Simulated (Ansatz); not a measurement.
# C2H7GaO: small, medium and large basis sets

Aim: see how fast density functionals converge with the basis set for C2H7GaO.

The runs use Ansatz 0.2.0, Gaussian basis; one geometry, several basis sets.

Levels to be run: PBE0-D4/def2-SVP; ωB97M-V/def2-SVP; PBE0-D4/def2-QZVPP; ωB97M-V/def2-QZVPP; the functionals' def2-TZVPP values are taken from earlier runs.

## Step 1: Structure used throughout

An earlier PBE0-D4 in a triple-zeta def2 set relaxation fixed the geometry.

SMILES `CO[CH2][GaH2]`, 11 atoms, charge 0, spin multiplicity 1.

Atoms are counted from 1 here; the program's logs count them from 0.

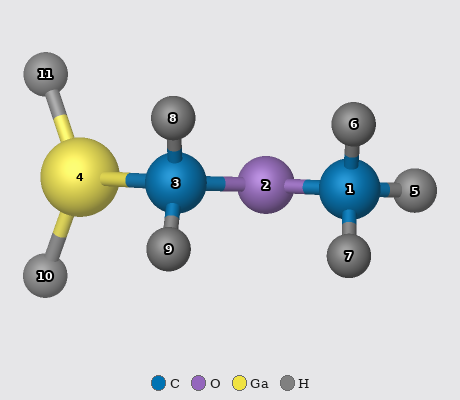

The structure; carbon blue, oxygen purple, gallium yellow, hydrogen grey; atoms are numbered from 1 in the order of the file.

## Step 2: PBE0-D4 in def2-SVP

File in.yaml:

```yaml
crystal:
  periodic: [false, false, false]
  atoms:
    - {symbol: C, position_ang: [-0.666951, 1.688763, 0.083166]}
    - {symbol: O, position_ang: [-0.527248, 0.352366, -0.319307]}
    - {symbol: C, position_ang: [0.535869, -0.318939, 0.339630]}
    - {symbol: Ga, position_ang: [0.374743, -2.116579, -0.503706]}
    - {symbol: H, position_ang: [-1.500644, 2.119704, -0.473043]}
    - {symbol: H, position_ang: [-0.877425, 1.758270, 1.159133]}
    - {symbol: H, position_ang: [0.244261, 2.263741, -0.131011]}
    - {symbol: H, position_ang: [0.377944, -0.321626, 1.427316]}
    - {symbol: H, position_ang: [1.493802, 0.181972, 0.140759]}
    - {symbol: H, position_ang: [1.085911, -2.395671, -1.876503]}
    - {symbol: H, position_ang: [-0.540252, -3.212001, 0.153557]}
basis:
  gaussian: {orbitals: def2-SVP}
hamiltonian: {xc: pbe0, dispersion: d4}
output: {orbitals: {seedname: orbitals}}
```

Command:

```bash
ansatz run in.yaml --threads 4 --pin off --events-out ev --progress --plain --max-ram 10444MiB
```

The runs that follow: ωB97M-V in def2-SVP; PBE0-D4 in def2-QZVPP; ωB97M-V in def2-QZVPP.

Before running them: what should the planned runs give, taken together? Wanted: PBE0-D4: double and triple zeta above quadruple; ωB97M-V: double and triple zeta above quadruple.

The runs gave:

| quantity | value |
| --- | --- |
| PBE0-D4: double and triple zeta above quadruple | 13.00, 1.44 eV |
| ωB97M-V: double and triple zeta above quadruple | 13.16, 1.40 eV |

For PBE0-D4 the step from double to triple zeta gains 11.57 eV and the next only 1.44 eV. Total energies overstate the basis error of differences, where much of it tends to cancel.
